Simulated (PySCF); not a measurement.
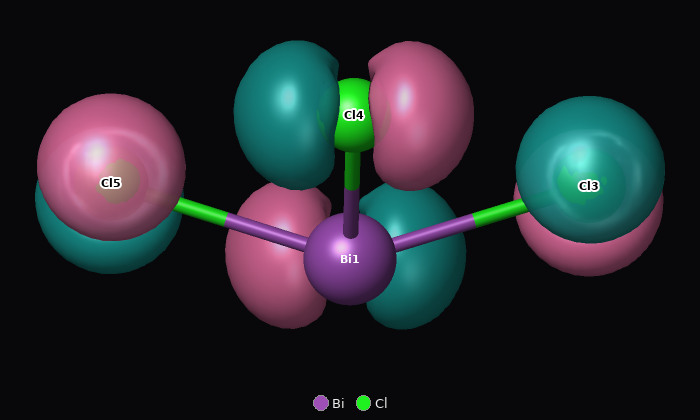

Figure 1: BiCl$_{4}$ (charge −1). The HOMO at ±0.15 Å⁻³ᐟ² (teal and pink are the two phases), seen from one side.

Core potentials replace the inner electrons of Bi.

These are results of RKS PBE, Bi def2-SVP with ECP60, Cl def2-SVP; non-relativistic Hamiltonian with scalar-relativistic core potentials where named; density fitting (PySCF 2.14.0), not measurements.

Input

```
mol = gto.M(atom='''
Bi     0.00000     0.00000     0.47919
Cl     2.48217     0.00000    -0.32797
Cl    -0.00000     2.48217    -0.32797
Cl    -2.48217    -0.00000    -0.32797
Cl     0.00000    -2.48217    -0.32797''',
    basis={'Bi': 'def2-SVP', 'Cl': 'def2-SVP'},
    ecp={'Bi': 'def2-SVP'},
    charge=-1, spin=0)
mf = dft.RKS(mol, xc='PBE')
mf.grids.atom_grid = (75, 302)  # f atoms: at least (60, 302), unpruned
mf = mf.density_fit()  # Bi def2-universal-JKFIT, Cl def2-universal-JKFIT
mf.conv_tol = 1e-09; mf.max_cycle = 55
mf.kernel(dm0)
```

Run with:

```sh
OMP_NUM_THREADS=2 python run.py
```

Where does this orbital lie, and at what energy?

It lies mainly on Cl2 (about 25 %), Cl3 (about 25 %), Cl4 (about 25 %) and Cl5 (about 25 %); largely a combination of lone pairs on Cl2, Cl3, Cl4 and Cl5. Its energy is −1.87 eV.
